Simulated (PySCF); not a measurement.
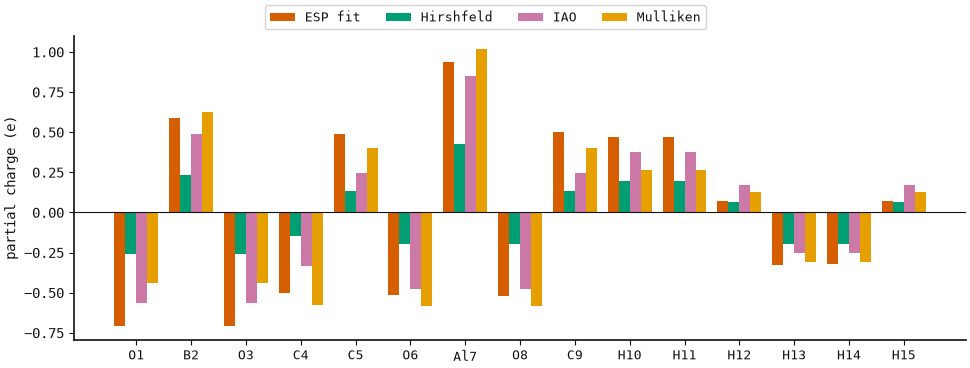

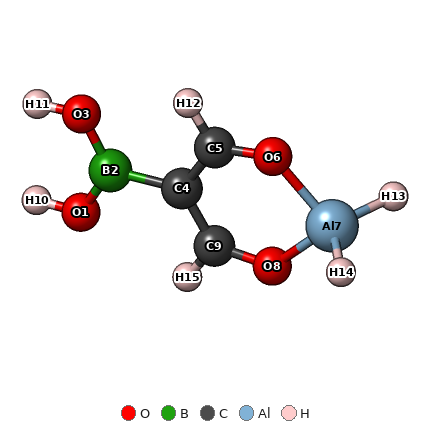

Atomic charges of C₃H₆AlBO₄, SMILES OB(O)C1=C[O][AlH2-][O+]=C1, singlet by 4 schemes, PBE0/pcSseg-1 (IEF-PCM chloroform) with PySCF, at a PBE0-D3(BJ)/def2-SVP geometry (no frequency check).

> On which atom do the schemes disagree most?

On Al7: ESP fit 0.94, Hirshfeld 0.43, IAO 0.85, Mulliken 1.02 e.

> Which atom is the most negative in each scheme?

ESP fit: O1 (−0.71 e) and O3 (−0.71 e); Hirshfeld: O3 (−0.26 e) and O1 (−0.26 e); IAO: O3 (−0.56 e) and O1 (−0.56 e); Mulliken: O6 (−0.58 e), O8 (−0.58 e) and C4 (−0.58 e).

Caveats: one conformer of a flexible molecule.
